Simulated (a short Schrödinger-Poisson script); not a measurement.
Structure: MOS inversion layer, Si3N4 on p-type Si(100), at 300 K.

```tsv
layer	material	thickness (nm)	Na (cm⁻³)
1	Si3N4	3.4	-
2	Si	320	1.8e18
```

Constants are typed, rounded textbook-type inputs, not results; the design itself was drawn at random and stands for no fabricated device. Si3N4: permittivity 7.5, conduction-band edge (eV) 1.95, gap (eV) 5.1, electron mass (mₑ) 0.5. Si: permittivity 11.7, conduction-band edge (eV) 0, gap (eV) 1.124, Nv at 300 K (cm⁻³) 3.1e19.

Channel valleys (confinement mass, in-plane density-of-states mass, number): Δ2 0.916, 0.19, 2; Δ4 0.19, 0.417, 4. At the gate the conduction-band edge of layer 1 lies 2.47 eV − eVg above the Fermi level of the channel; the field vanishes at the back. Gaps are held at their typed values at every temperature. Mesh 0.03 nm at interfaces.

From a short Schrödinger-Poisson script (our own, NumPy): 1D Poisson equation in equilibrium, electrons quantum, Hartree (BenDaniel-Duke, 12 states a valley, the channel's in-plane mass for all, wave functions ending at the dielectric), parabolic valleys, classical holes, full ionisation, no traps, pinning or gate leakage.

Only gate voltages with over 1e8 electrons/cm² are shown.

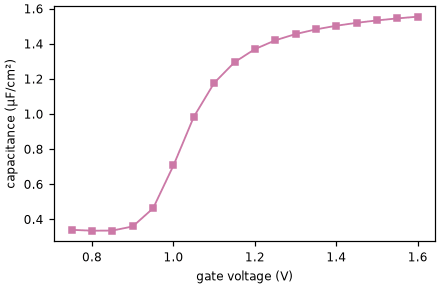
*Quasi-static capacitance against gate voltage*

```tsv
Vg (V)	electrons (cm⁻²)	C (μF/cm²)	Δ2 E0 (meV)	Δ2 E1 (meV)	Δ4 E0 (meV)	Δ4 E1 (meV)
0.75	1.07e8	0.340	276.7	373.6	366.1	521.9
0.85	2.20e9	0.336	198.2	298.4	290.6	452.4
0.95	4.16e10	0.463	121.7	225.1	217.1	384.3
1.05	3.52e11	0.984	65.4	171.8	163.8	335.0
1.15	1.02e12	1.30	35.9	145.3	137.5	311.0
1.25	1.84e12	1.42	18.1	130.3	122.8	298.0
1.35	2.72e12	1.48	5.1	120.2	112.9	289.5
1.45	3.65e12	1.52	-5.4	112.4	105.5	283.2
1.55	4.59e12	1.54	-14.4	106.1	99.5	278.2
```

Subbands count from the Fermi level.
